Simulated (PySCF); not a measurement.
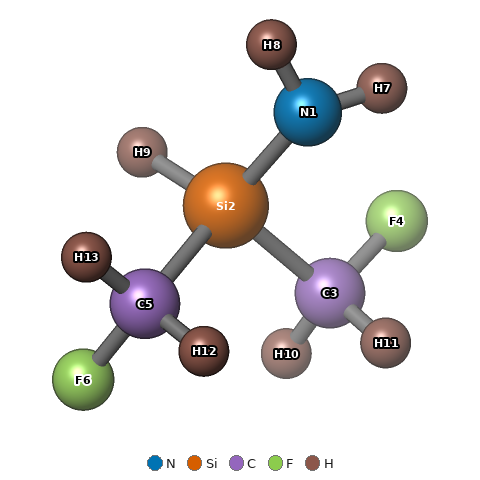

Structure of C₂H₇F₂NSi, SMILES N[SiH](CF)CF.

Kohn-Sham orbital energies near the frontier, PBE0/def2-SVPD with PySCF 2.14.0, at a PBE0-D3(BJ)/def2-SVP geometry (no frequency check), isolated molecule; empty levels in grey, levels within 0.03 eV side by side.

### Where do the frontier orbitals lie?

HOMO at −7.69 eV, LUMO at 0.08 eV, 7.77 eV apart.

### How far below the HOMO does the next level lie?

0.78 eV.

### How does −ε(HOMO) compare with the ΔSCF vertical ionisation energy at this level?

−ε(HOMO) is 7.69 eV, the ΔSCF value 9.80 eV; the orbital energy is 2.11 eV too shallow.

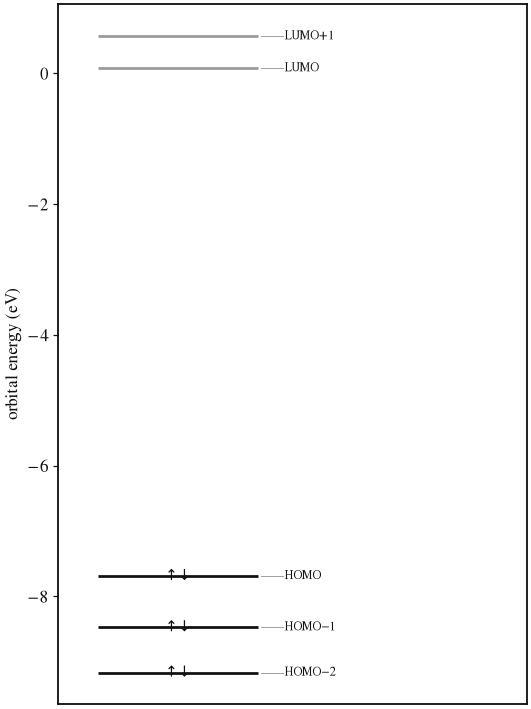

Note: one conformer of a flexible molecule; empty levels above zero depend strongly on the basis.
